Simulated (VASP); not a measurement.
Band structure of SnGe (relaxed from the wurtzite structure, space group P6_3mc). All values below come from LDA (Ceperley-Alder, Perdew-Zunger) with spin-orbit coupling, VASP's LDA PAW potentials (set 64) (plane waves; VASP).

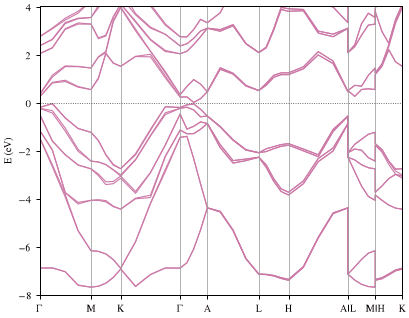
Figure: Bands along high-symmetry lines, zero at the valence-band maximum or, without a gap, the Fermi level

Problem. Read the plot: is there a gap, and where are the band edges?

Solution. The gap is indirect, 0.04 eV, from the valence maximum at Γ-M at 0.25 to the conduction minimum at (0.00, 0.00, 0.25).

The structure was generated: SnGe was put into the wurtzite type (P6_3mc), which need not be its known phase. It was relaxed first, which changed the volume by -12 %.
